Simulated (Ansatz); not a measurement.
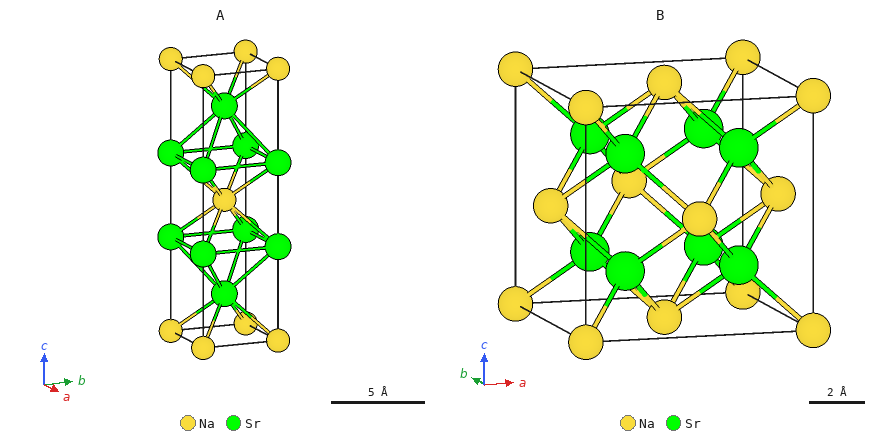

Two structures of NaSr2, each relaxed to rest (conventional cells in solid outline, small ones repeated, not to one scale). Method: DFT PBE, scalar-relativistic, plane waves, PAW in Ansatz, without spin polarisation.

> What are A and B?

A: 6 atoms a cell on a body-centred tetragonal lattice, I4/mmm. B: fluorite (CaF₂ type), Fm-3m.

> Which of the two does the method prefer?

A is lower, by 217 meV/atom at this level of theory (energies at zero smearing). Volumes: A 49.1, B 55.8 Å³/atom.

One or both may be structure types tried for this composition rather than known phases.
